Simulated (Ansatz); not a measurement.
**Amorphous Si (76 atoms): a short ab initio trajectory**

Aim: follow amorphous Si (76 atoms) for a short time with forces from DFT, then look at structure and electrons in the last frame.

Main program and level: Ansatz 0.2.0; Kohn-Sham DFT, PBE, PAW (set soft_2), plane waves.

**1. Set-up**

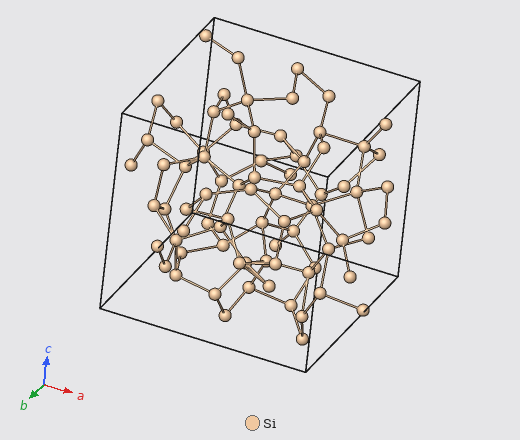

The cell as given, from a free direction (silicon light orange). Some periodic images of atoms are drawn too.

The cell holds 76 atoms: 76 Si. Cell: a = 11.660 Å, b = 11.660 Å, c = 11.660 Å, α = 90.0°, β = 90.0°, γ = 90.0°. 76 atoms (76 Si) placed at random at 2.24 g/cm³, melted at 2500 K for 10 ps at fixed volume with the modified Tersoff potential (Kumagai, Izumi, Hara and Sakai, Comput. Mater. Sci. 39, 457 (2007)). Quenched from 2500 K to 100 K at 50 K/ps and fixed volume, annealed at 700 K for 50 ps, held 5 ps, then minimised at fixed cell.

Limits known from the start: The quench rate of 50 K/ps far exceeds what a furnace or splat quench reaches, so expect more defects and frozen-in strain than in a real sample. The starting topology of bonds comes from the classical model. Only the Γ point is sampled, in a cell whose shortest periodic width is 12 Å.

**2. Dynamics started at 900 K**

Without a thermostat the total energy must stay constant, which tests forces and time step. The time step is 2.0 fs.

The input, input.yaml:

```yaml
crystal:
  lattice:
    - [11.6597, 0.0, 0.0]
    - [0.0, 11.6597, 0.0]
    - [0.0, 0.0, 11.6597]
  atoms:
    - { symbol: Si, position: [0.85202, 0.8858, 0.23826] }
    - { symbol: Si, position: [0.79083, 0.18368, 0.2091] }
    - { symbol: Si, position: [0.68373, 0.27191, 0.95416] }
    - { symbol: Si, position: [0.98452, 0.37497, 0.37721] }
    [... 66 atom lines left out ...]
    - { symbol: Si, position: [0.38833, 0.3638, 0.04785] }
    - { symbol: Si, position: [0.8898, 0.74104, 0.37274] }
    - { symbol: Si, position: [0.31149, 0.89816, 0.33642] }
    - { symbol: Si, position: [0.46108, 0.06266, 0.1376] }
    - { symbol: Si, position: [0.66977, 0.44841, 0.70121] }
    - { symbol: Si, position: [0.32818, 0.80442, 0.81206] }
kpoints:
  mp_grid: { grid: [1, 1, 1] }
hamiltonian:
  xc: pbe
scf:
  occupations: { method: fermi_dirac, width: 0.025 }
output:
  forces: true
md:
  timestep: 2.0
  n_steps: 189
  ensemble: nve
  temperature: 900
  initial_velocities: maxwell_boltzmann
  seed: 4238
```

Launch:

```bash
ansatz run input.yaml --threads 4 --pin off --max-ram 8192MiB --backend cpu --events-out ev --progress --plain --runs-dir out
```

Wall time 14 min (4 threads of Arm Neoverse V2, shared host); peak memory 1.4 GiB.

The program notes that it switched symmetry off.

Rows from the run:

```tsv
time (fs)	T (K)	potential (meV/atom)	conserved (meV/atom)
0.0	900	0.0	0.00
26.0	373	67.5	0.28
50.0	469	55.2	0.23
76.0	488	52.7	0.18
100.0	457	56.8	0.23
126.0	519	48.8	0.22
152.0	472	54.8	0.22
176.0	498	51.4	0.23
202.0	550	44.9	0.23
226.0	524	48.2	0.22
252.0	478	54.1	0.22
278.0	474	54.5	0.22
302.0	508	50.2	0.22
328.0	536	46.7	0.23
352.0	580	41.0	0.16
378.0	443	58.6	0.22
```

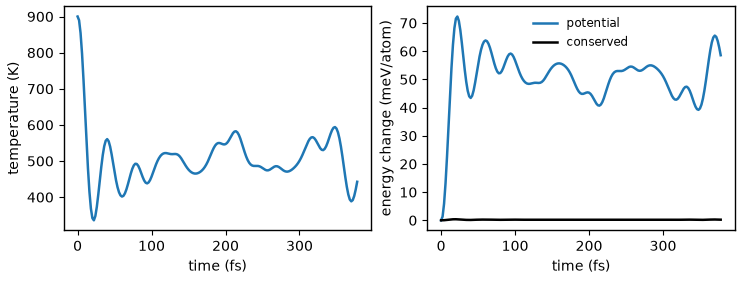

Temperature and energies against time.

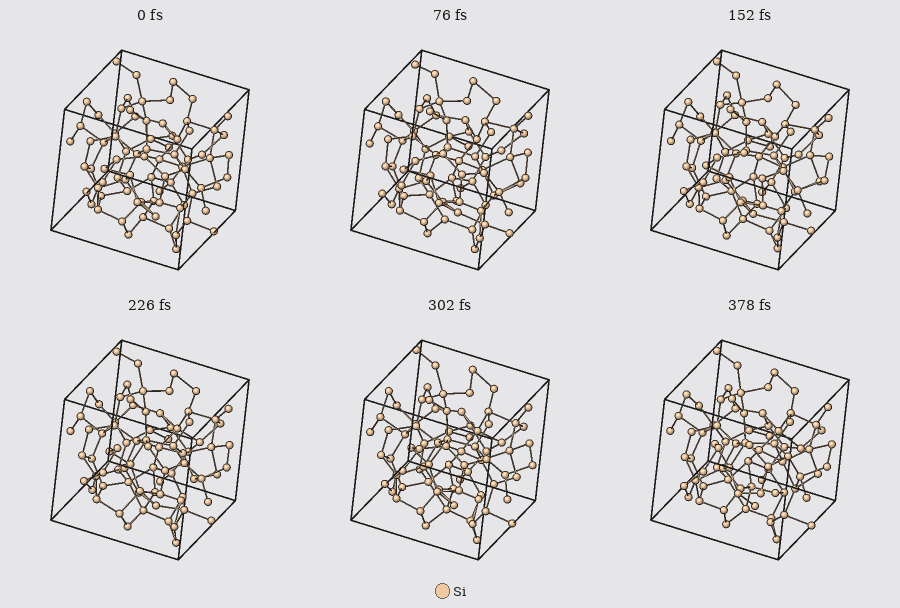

6 frames of the run.

Mean square displacement from the first frame to the last: Si 0.12 Å².

Table of mean square displacement, Si by time lag:

```tsv
time lag (fs)	mean square displacement, Si (Å²)
2.0	1.8e-4
24.0	0.0215
40.0	0.0462
64.0	0.0734
88.0	0.0959
102.0	0.111
126.0	0.133
150.0	0.142
166.0	0.146
190.0	0.149
```

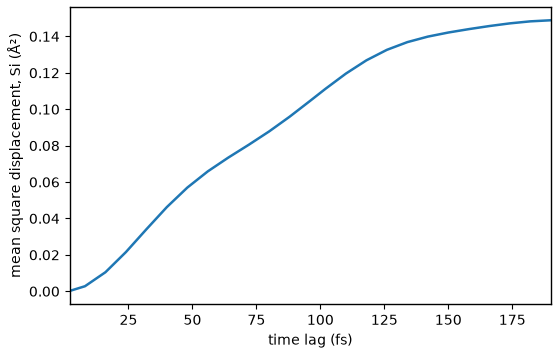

Mean square displacement, Si, plotted against time lag.

Over the second half of 378 fs the temperature averages 513 K with swings of 49 K r.m.s. The conserved energy stays within 0.38 meV/atom. The atoms reach a mean square displacement of 0.12 Å² at the end; the farthest move is 1.56 Å. The mean temperature of 513 K lies well off the 900 K of the input: without a thermostat, part of the starting kinetic energy flows into potential energy (about half from a start near a minimum). The count of bonds goes from 158 in the first frame to 155 in the last, by one set of cutoffs: 5 pairs passed out of them and 2 came within. The run spans 0.38 ps, too short for its means to be equilibrium values.

**3. Distances and neighbours late in the run**

The g(r) is a mean over the second half; what follows it is taken at the last frame.

Density 2.24 g/cm³, 20.86 Å³ an atom.

Mean of 15 frames. Pair distribution function in bins of 0.2 Å:

```tsv
r (Å)	total
2.10	0.03
2.30	3.06
2.50	2.46
2.70	0.25
2.90	0.07
3.10	0.20
3.30	0.52
3.50	0.98
3.70	1.65
3.90	1.76
4.10	1.56
4.30	1.07
4.50	0.83
4.70	0.80
4.90	0.79
5.10	0.79
5.30	0.82
5.50	1.00
5.70	1.15
```

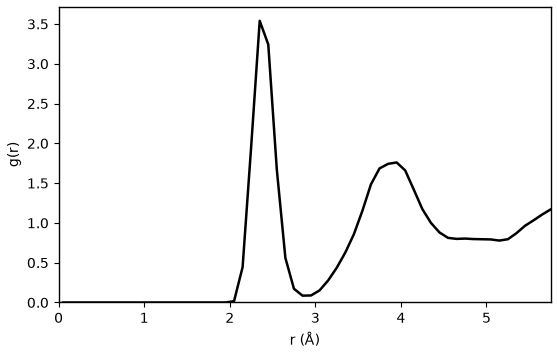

Pair distribution functions, lightly smoothed.

Bonds by pair of elements; cutoffs follow the first minimum of g(r), held within bounds set by covalent radii, and pairs that aren't listed don't count as bonded:

```tsv
pair A-B	cutoff (Å)	bonds	mean length (Å)	spread (Å)	shortest (Å)	B about A	A about B
Si-Si	2.88	155	2.42	0.111	2.22	4.08	4.08
```

How many atoms have how many bonded neighbours:

```tsv
element	mean	3	4	5	6
Si	4.08	1	69	5	1
```

Bond angles, per cent of each kind in bins of 5°:

```tsv
angle (°)	Si-Si-Si
45–50	0.2
50–55	0.2
55–60	0.8
60–65	0.0
65–70	0.4
70–75	0.4
75–80	1.2
80–85	2.3
85–90	6.2
90–95	7.5
95–100	10.4
100–105	13.7
105–110	13.3
110–115	12.9
115–120	11.2
120–125	6.9
125–130	3.1
130–135	3.5
135–140	2.1
140–145	1.2
145–150	1.2
150–155	0.2
155–160	0.2
160–165	0.2
165–170	0.4
170–175	0.0
175–180	0.2
```

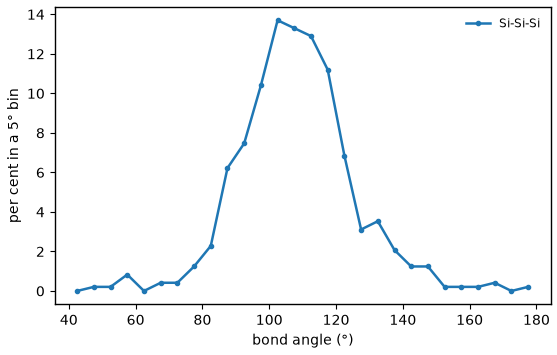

Distributions of the most common bond angles.

Bond angles (no mean is given where the spread exceeds 20°):

```tsv
angle	count	mean (°)	spread (°)
Si-Si-Si	482	108	16.9
```

Bond length by coordination (bonds to H left out):

```tsv
element	coordination	atoms	mean bond length (Å)
Si	3	1	2.39
Si	4	69	2.41
Si	5	5	2.50
Si	6	1	2.55
```

Rings of the network by King's shortest-path rule, up to 12 atoms, one path for each pair of neighbours; H, halogens, alkali and alkaline-earth atoms are left out, and the last column divides by all other atoms, bonded or not:

```tsv
ring size (atoms)	rings	per network atom
3	3	0.039
4	6	0.079
5	37	0.487
6	59	0.776
7	38	0.5
8	4	0.053
```

The first peak of g(r) lies near 2.4 Å. With the cutoffs above, 91 % of Si atoms have 4 bonded neighbours. The Si-Si-Si angle averages 108° with a spread of 17°. Bonds at Si atoms with 4 neighbours average 2.41 Å, against 2.50 Å at those with 5. Rings of 6 atoms are the most common (40 % of those counted); sizes run from 3 to 8.

**4. Single point at the last frame**

The last frame is solved once more, with the analyses that the dynamics left out.

The input, input.yaml:

```yaml
crystal:
  lattice:
    - [11.6597, 0.0, 0.0]
    - [0.0, 11.6597, 0.0]
    - [0.0, 0.0, 11.6597]
  atoms:
    - { symbol: Si, position: [0.86106, 0.8681, 0.23502] }
    - { symbol: Si, position: [0.78584, 0.19369, 0.2239] }
    - { symbol: Si, position: [0.69557, 0.2559, 0.93206] }
    - { symbol: Si, position: [0.98388, 0.36406, 0.3946] }
    [... 66 atom lines left out ...]
    - { symbol: Si, position: [0.39349, 0.3609, 0.0371] }
    - { symbol: Si, position: [0.88183, 0.7245, 0.38375] }
    - { symbol: Si, position: [0.32204, 0.87871, 0.32752] }
    - { symbol: Si, position: [0.48752, 0.0701, 0.14836] }
    - { symbol: Si, position: [0.67724, 0.44031, 0.6871] }
    - { symbol: Si, position: [0.32364, 0.81835, 0.80243] }
kpoints:
  mp_grid: { grid: [1, 1, 1] }
hamiltonian:
  xc: pbe
scf:
  occupations: { method: fermi_dirac, width: 0.025 }
output:
  forces: true
  stress: true
  populations: true
  dos:
    method: { smearing: { sigma: 0.15 } }
    de: 0.1
    projected: { site_lists: { Si: [Si] } }
  eigenvalues: true
  write_density: true
  write_potential: true
  volumetric_format: npy
  elf: true
```

The job ended after 15 s (4 threads; peak memory 1.4 GiB).

Read from the output:

- free energy: -48296.3348 eV
- free energy per atom: -635.4781 eV/atom
- SCF cycles: 11
- pressure: -0.9494 GPa
- r.m.s. force component: 0.6823 eV/Å
- longest force: 2.509 eV/Å
- Fermi energy: 5.921 eV
- gap (highest filled to lowest empty level): 0.3111 eV
- spilling of the projection: 0.01179

Neighbours are counted within 2.88 Å (Si-Si), the cutoffs taken from the dynamics.

Length of the force by element and coordination:

```tsv
element	coordination	atoms	mean length of the force (eV/Å)	spread	least	most
Si	all	76	1.09	0.449	0.204	2.51
Si	3	1	0.995	0	0.995	0.995
Si	4	69	1.09	0.456	0.204	2.51
Si	5	5	1.17	0.407	0.488	1.62
Si	6	1	0.720	0	0.720	0.720
```

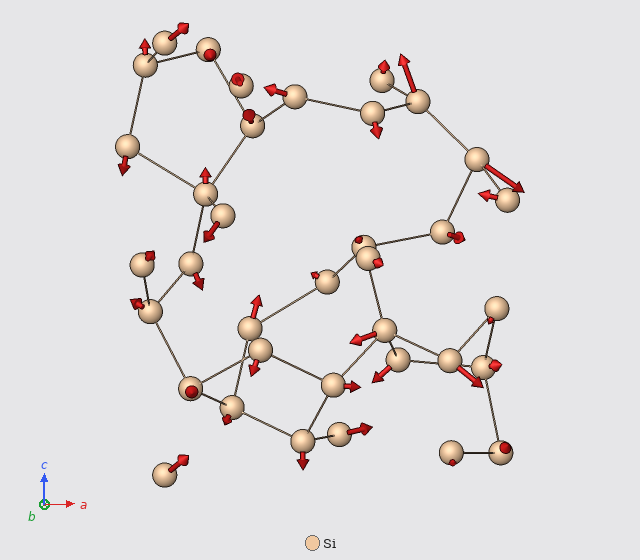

Forces as arrows; the longest in the cell is 2.51 eV/Å. Drawn is a stretch of 10 Å of the 12 Å that the cell measures along a and a slice 5 Å thick, seen along the normal of the ac plane. Bonds to atoms that aren't drawn are left out.

The mean of these charges, 0.047 e, is only the charge that the projection spills.

Löwdin charges by element and coordination (they lack the spilled electrons, 0.047 e an atom on average):

```tsv
element	coordination	atoms	mean charge (e)	spread	least	most
Si	all	76	0.0471	0.0299	-0.0437	0.134
Si	3	1	0.0985	0	0.0985	0.0985
Si	4	69	0.0443	0.0277	-0.0437	0.132
Si	5	5	0.0717	0.0405	0.0367	0.134
Si	6	1	0.072	0	0.072	0.072
```

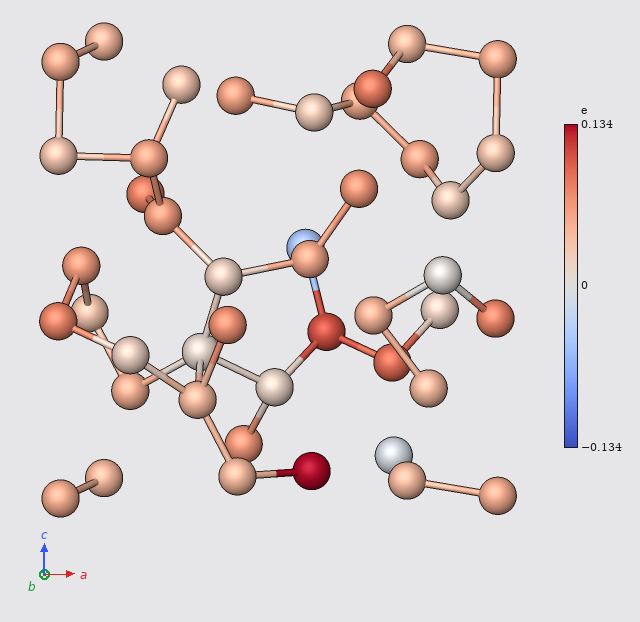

Atoms coloured by Löwdin charge. Drawn is a slice 6 Å thick, seen along the normal of the ac plane. Bonds to atoms that aren't drawn are left out.

Density of states as counts of states in windows of 1 eV (from the Fermi level), total and the larger projections:

```tsv
from (eV)	to (eV)	total	Si p	Si s
-13	-12	1.7	0.0	1.6
-12	-11	10.3	2.6	7.6
-11	-10	20.0	6.3	13.7
-10	-9	19.0	6.5	12.4
-9	-8	18.1	6.4	11.6
-8	-7	24.7	10.2	14.4
-7	-6	20.8	10.9	9.8
-6	-5	19.8	12.7	6.9
-5	-4	25.4	20.4	4.7
-4	-3	30.5	26.0	4.1
-3	-2	48.8	44.1	4.1
-2	-1	42.0	38.3	3.0
-1	0	22.8	19.7	2.4
0	1	19.8	13.6	4.6
1	2	35.4	23.3	7.8
2	3	46.4	30.3	8.2
```

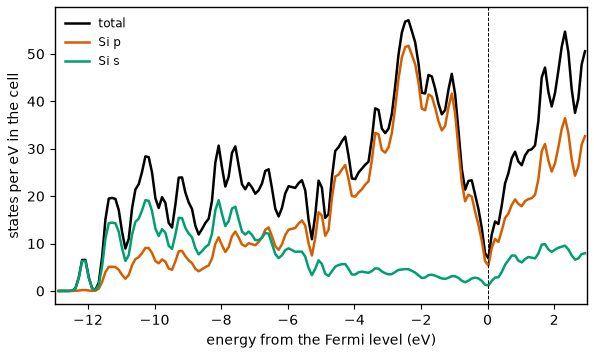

Total and projected density of states, with the broadening of the input.

The levels nearest the highest filled one (over half full), pooled over k-points and spins:

```tsv
level less the highest filled one (eV)	occupation
-0.455	2
-0.392	2
-0.332	2
-0.227	2
-0.122	2
0	2.00
0.311	0.004
0.389	0
0.592	0
0.661	0
0.731	0
0.855	0
```

Löwdin charges run from -0.04 to +0.13 e, about a mean that is the spilled charge alone. Within 0.4 eV of the Fermi level the largest share is Si p (82 % of the projected weight).

**5. Outcome**

```
mean temperature, second half                                : 512.6 K
temperature swing, second half                               : 49.28 K
slope of the conserved energy against time, by least squares : 0.0286 meV/atom/ps
free energy per atom                                         : -635.4781 eV/atom
pressure                                                     : -0.9494 GPa
r.m.s. force component                                       : 0.6823 eV/Å
gap (highest filled to lowest empty level)             : 0.3111 eV
wall time of the 2 DFT runs                                  : 14 min
```

Over the second half of 378 fs the temperature averages 513 K with swings of 49 K r.m.s. The conserved energy stays within 0.38 meV/atom. The mean temperature of 513 K lies well off the 900 K of the input: without a thermostat, part of the starting kinetic energy flows into potential energy (about half from a start near a minimum). The count of bonds goes from 158 in the first frame to 155 in the last, by one set of cutoffs: 5 pairs passed out of them and 2 came within. The run spans 0.38 ps, too short for its means to be equilibrium values. With the cutoffs above, 91 % of Si atoms have 4 bonded neighbours. The highest filled and lowest empty levels differ by 0.311 eV (at Γ alone); a semilocal functional tends to put such gaps too low. In a disordered cell it changes from sample to sample, and tail or defect levels can set it.

**Limits.** The starting topology of bonds comes from the classical model; in DFT 5 of its 158 bonded pairs passed out of the cutoffs and 2 came within them. The pressure of a single frame lacks the kinetic term, about 0.34 GPa here.

[Logs are printed without paths, hosts, clocks, repeated set-up lines and the standing remarks that a program may print on its own settings, such as how far it seeks lower states.]

[Hosts, paths, dates, database ids (printed as entryN), source tags and the programs' standing remarks are cut or masked in the printed files.]
